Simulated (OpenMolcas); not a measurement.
# doublet [SiH2F2]+: levels of theory compared

Wanted: a comparison of 6 runs (UB3LYP/6-31G*, U-r2SCAN/aug-cc-pVDZ, UBLYP/aug-cc-pVDZ, UPBE/aug-cc-pVDZ, UTPSS/aug-cc-pVDZ, ROMP2/aug-cc-pVDZ) of doublet [SiH2F2]+. 

Program for the calculation: OpenMolcas 26.06.

1 further run of the same task is left out (set aside as unsound or not needed).

### 1 The molecule

[SiH2F2]+: 5 atoms, total charge +1, spin state doublet. As SMILES of the parent species, `F[SiH2]F`. The shape is that of a PBE0-D4/def2-TZVP optimisation. That shape belongs to the parent species and isn't relaxed for this state.

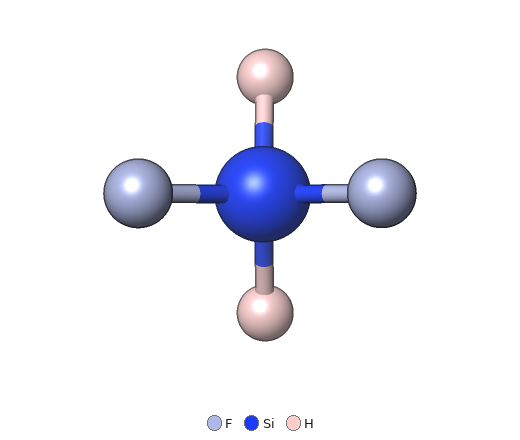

Viewed from a chosen angle; fluorine light blue, silicon blue, hydrogen pink.

### 2 The energy at UB3LYP/6-31G(d) (spherical functions) (run 1)

input.xyz reads:

```xyz
5

F     -1.079010     0.538200     0.980720
Si    -0.005220    -0.000540    -0.054090
F      1.247630    -0.520590     0.766910
H     -0.590470    -1.138740    -0.786300
H      0.427070     1.121680    -0.907250
```

calc.inp reads:

```
>>> EXPORT MOLCAS_PRINT=2
&GATEWAY
BasLib
$CurrDir
Coord
input.xyz
Basis
6-31Gs
Group
NoSym
&SEWARD
GridInput
Grid=UltraFine
End of Grid
&SCF
UHF
Charge
1
Spin
2
KSDFT
B3LYP
Thresholds
1e-10 1e-07 1e-07 1e-05
PrOrbitals
1 2
```

The basis set 6-31G* is read from a file made from the Basis Set Exchange's data (not shown).

Command:

```console
$ export MOLCAS_MEM=1860
$ pymolcas calc.inp > calc.log
```

What it wrote:

```text
--- Start Module: gateway ---
[...]
--- Stop Module: gateway /rc=_RC_ALL_IS_WELL_ ---
--- Start Module: seward ---
[...]
      Basis functions           50
--- Stop Module: seward /rc=_RC_ALL_IS_WELL_ ---
--- Start Module: scf ---
[...]
       Convergence after  18 Iterations
[...]
::    Total KS-DFT energy                            -490.0263177341
[...]
      Total spin, S                                     0.5043593107
[...]
      Total electronic charge=   33.000000
      Total            charge=    1.000000
[...]
      Dipole Moment (debye):
      Origin of the operator (angstrom)=    0.0425    0.0044    0.4410
                   X= -4.4471E-01               Y= -4.6443E-02               Z= -4.6090E+00           Total=  4.6307E+00
      Center of Charge (angstrom)
[...]
--- Stop Module: scf /rc=_RC_ALL_IS_WELL_ ---
[...]
```

Run time: 15 s. Hardware: 1 thread of Arm Neoverse V2, shared host; peak memory 0.38 GiB.

### 3 A single-point energy at U-r2SCAN/aug-cc-pVDZ (run 2)

mol.xyz reads:

```xyz
5

F     -1.079010     0.538200     0.980720
Si    -0.005220    -0.000540    -0.054090
F      1.247630    -0.520590     0.766910
H     -0.590470    -1.138740    -0.786300
H      0.427070     1.121680    -0.907250
```

run.input reads:

```
* F2H2Si Kohn-Sham DFT

&GATEWAY
 BasLib=$CurrDir
 Coord=mol.xyz
 Basis=aug-cc-pVDZ
 Group=NoSym

&SEWARD
 GridInput
 Grid=UltraFine
 End of Grid

&SCF
 UHF
 Charge=1
 Spin=2
 KSDFT=2
 1.0 MGGA_X_R2SCAN
 1.0 MGGA_C_R2SCAN
 Thresholds=1e-10 1e-07 1e-07 1e-05
 PrOrbitals=1 2
```

The basis set aug-cc-pVDZ is read from a file made from the Basis Set Exchange's data (not shown).

Command:

```console
$ export MOLCAS_MEM=1860
$ pymolcas run.input > run.log
```

What it wrote:

```text
--- Start Module: gateway ---
[...]
--- Stop Module: gateway /rc=_RC_ALL_IS_WELL_ ---
--- Start Module: seward ---
[...]
      Basis functions           91
--- Stop Module: seward /rc=_RC_ALL_IS_WELL_ ---
[...]
--- Start Module: scf ---
[...]
       Convergence after  20 Iterations
[...]
::    Total KS-DFT energy                            -489.9450248879
[...]
      Total spin, S                                     0.5055828764
[...]
      Total electronic charge=   33.000000
      Total            charge=    1.000000
[...]
      Dipole Moment (debye):
      Origin of the operator (angstrom)=    0.0425    0.0044    0.4410
                   X= -4.3584E-01               Y= -4.5513E-02               Z= -4.5170E+00           Total=  4.5382E+00
      Center of Charge (angstrom)
[...]
--- Stop Module: scf /rc=_RC_ALL_IS_WELL_ ---
[...]
```

Wall time 78 s (1 thread of Arm Neoverse V2, shared host); peak memory 0.5 GiB.

Runs 3 to 5 aren't shown in full; the table further down has their settings and results.

### 4 A single-point energy at ROMP2/aug-cc-pVDZ (run 6)

test.inp reads:

```
>>> EXPORT MOLCAS_PRINT=2
&GATEWAY
BasLib = $CurrDir
BasisSet
F.aug-cc-pVDZ....
F1 -1.079010 0.538200 0.980720 angstrom
F3 1.247630 -0.520590 0.766910 angstrom
End of Basis
BasisSet
Si.aug-cc-pVDZ....
Si2 -0.005220 -0.000540 -0.054090 angstrom
End of Basis
BasisSet
H.aug-cc-pVDZ....
H4 -0.590470 -1.138740 -0.786300 angstrom
H5 0.427070 1.121680 -0.907250 angstrom
End of Basis
&SEWARD
&SCF
UHF
Charge = 1
Spin = 2
Thresholds = 1e-10 1e-07 1e-07 1e-05
PrOrbitals = 1 1
&RASSCF
FileOrb = $Project.UnaOrb
Spin = 2
Nactel = 1 0 0
Inactive = 16
Ras2 = 1
OutOrbitals = Canonical
OrbListing = NoCore
&CASPT2
IPEA = 0.0
Frozen = 7
```

The basis set aug-cc-pVDZ is read from a file made from the Basis Set Exchange's data (not shown).

Command:

```console
$ export MOLCAS_MEM=1860
$ pymolcas test.inp > test.log
```

What it wrote:

```text
--- Start Module: gateway ---
[...]
--- Stop Module: gateway /rc=_RC_ALL_IS_WELL_ ---
[...]
      Basis functions           91
[...]
       Convergence after  20 Iterations
[...]
::    Total SCF energy                               -488.6519244865
[...]
      Total spin, S                                     0.5255904927
[...]
--- Start Module: rasscf ---
[...]
      Number of active orbitals                  1
[...]
      Spin quantum number                      0.5
[...]
      Active orbitals                            1
[...]
      Number of CSFs                             1
[...]
      Number of root(s) required                 1
[...]
      Convergence after  9 iterations
[...]
      printout of CI-coefficients larger than  0.05 for root  1
      energy=    -488.639508
      conf/sym  1     Coeff  Weight
             1  u   1.00000 1.00000
      Natural orbitals and occupation numbers for root  1
      sym 1:   1.000000
      ************************************************************************************************************************
      *                                                    Final results                                                     *
[...]
::    RASSCF root number  1 Total energy:   -488.63950785
[...]
      Total electronic charge=   33.000000
      Total            charge=    1.000000
[...]
      Dipole Moment (debye):
      Origin of the operator (angstrom)=    0.0425    0.0044    0.4410
                   X= -5.6286E-01               Y= -5.8899E-02               Z= -5.8326E+00           Total=  5.8600E+00
      Center of Charge (angstrom)
[...]
--- Stop Module: rasscf /rc=_RC_ALL_IS_WELL_ ---
[...]
--- Start Module: caspt2 ---
[...]
      E2 (Variational):          -0.5214311086
      Total energy:            -489.1609389584
[...]
      Reference weight:           0.87393
[...]
::    CASPT2 Root  1     Total energy:   -489.16093896
[...]
```

It took 14 s on 1 thread of Arm Neoverse V2, shared host; peak memory 0.5 GiB.

### 5 The series

| run | level | integration grid | frozen core orbitals | energy (Eh) | HOMO energy (eV) | LUMO energy (eV) | ⟨S²⟩ | wall time |
| --- | --- | --- | --- | --- | --- | --- | --- | --- |
| 1 | UB3LYP/6-31G* (spherical functions) | UltraFine | – | -490.026318 | -18.56 | -15.47 | 0.759 | 15 s |
| 2 | U-r2SCAN/aug-cc-pVDZ | UltraFine | – | -489.945025 | -17.68 | -15.90 | 0.761 | 78 s |
| 3 | UBLYP/aug-cc-pVDZ | UltraFine | – | -490.040754 | -17.03 | -15.79 | 0.755 | 46 s |
| 4 | UPBE/aug-cc-pVDZ | UltraFine | – | -489.715161 | -17.07 | -15.86 | 0.755 | 44 s |
| 5 | UTPSS/aug-cc-pVDZ | UltraFine | – | -490.096469 | -17.41 | -15.86 | 0.758 | 72 s |
| 6 | ROMP2/aug-cc-pVDZ | – | 7 | -489.160939 | – | – | – | 14 s |

### 6 Summary of results

| quantity | value |
| --- | --- |
| run 6: total energy | -489.16094 Eh |

Totals of different functionals can't be ranked against each other. All runs together took 4.5 min, the longest 78 s.
